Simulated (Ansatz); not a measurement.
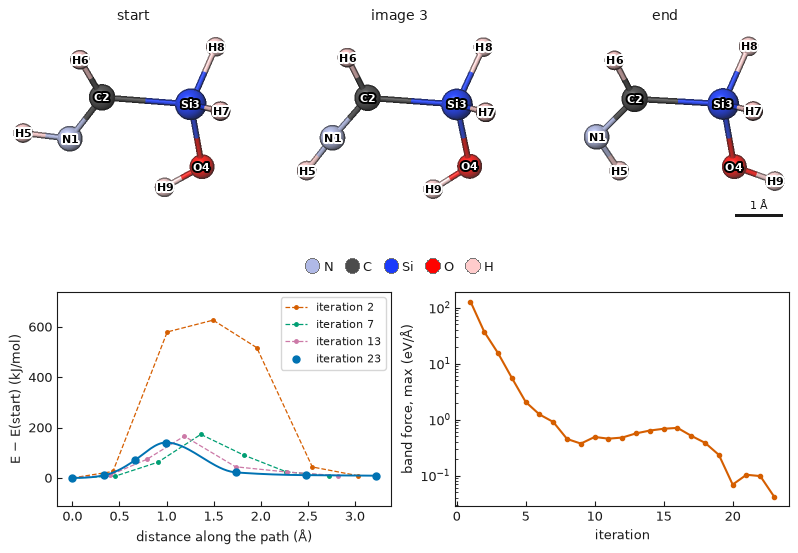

A nudged-elastic-band calculation for CH5NOSi. Images are numbered from 0 (start) to 6 (end). The plot follows the band through its iterations. Style: ball-and-stick. Shown at a tilt.

All numbers below come from Ansatz, RHF/def2-SVP. Set-up: 5 movable images; climbing image; force threshold 0.05 eV/Å; iteration limit 60; starting path by straight interpolation.

Did the band converge, and can the barrier be trusted?

Answer. The run is converged, with reservations. The band converged in 23 iterations. The largest component of the band force went from 130 to 0.042 eV/Å. The climbing image converged on the top of the path. Its curvatures weren't checked. The straight starting path can push atoms close together and costs iterations. The first iteration put the highest image at 3385.0 kJ/mol. Forward barrier 140.6 kJ/mol, backward barrier 131.7 kJ/mol, with image 3 at the top; the reaction energy is +8.9 kJ/mol.

Cost: 110 s on 1 thread of Intel(R) Xeon(R) 6975P-C (Granite Rapids), on a shared host, peak memory 0.17 GiB.
